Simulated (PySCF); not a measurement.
# C₅H₄F₂: what the fields show

Input

```
{"job": {"kind": "nmr", "xc": "PBE0", "basis": "pcSseg-1"}, "charge": 0, "multiplicity": 1}
C      2.433083     0.544892     0.251110
C      1.361712     0.165069    -0.126034
C      0.088446    -0.276765    -0.598803
F      0.137558    -0.889263    -1.827076
C     -0.960833    -0.794917     0.354653
C     -1.167939     0.514738    -0.338438
F     -1.080550     1.655050     0.392848
H      3.367342     0.875560     0.593799
H     -0.715377    -0.771553     1.405258
H     -1.557969    -1.635292     0.037039
H     -1.900049     0.615150    -1.130400
```

Launched as:

```sh
OMP_NUM_THREADS=1 python probes_run.py task.json out
```

Geometry: GFN2-xTB.

Method: PBE0/pcSseg-1, SCF density, gas phase, non-relativistic (PySCF 2.14.0).

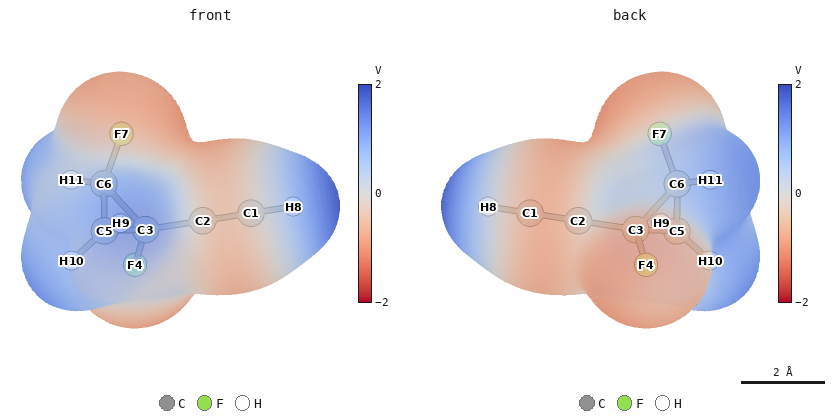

Figure 1. The electrostatic potential painted on the density surface at 0.002 e/bohr³, seen from the front and from behind; the colour scale runs from red (negative) to blue (positive).

Q: Where is the surface potential most negative and most positive?

A: The most negative region (about −1.0 V) lies over F4 and F7, the most positive (about +1.7 V) over H8.

Q: What dipole moment does the calculation give?

A: Its dipole moment is 1.22 D.

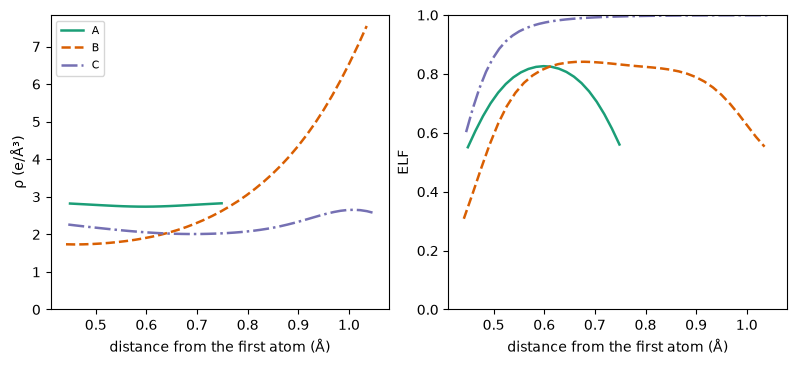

Figure 2. Total electron density and ELF along straight lines between neighbouring atoms. The curves leave out the atomic cores.

Q: Which curve belongs to which contact (C–C, C–F and C–H)? The first atom named is at distance zero.

A: Curve A: C–C (1.20 Å): the density is about 2.7 e/Å³ at the midpoint; the ELF peaks at about 0.85 between the atoms: a multiple bond. Curve B: C–F (1.36 Å): ρ at the midpoint is about 2.2 e/Å³, with its minimum of 1.7 e/Å³ about 0.5 Å from C; the ELF peaks at about 0.85 between the atoms (a shared but strongly polarised pair). Curve C: C–H (1.05 Å): ρ at the midpoint is about 2.1 e/Å³; the ELF climbs to about 1 towards the hydrogen, as it does in any bond to H (a covalent bond by its length).
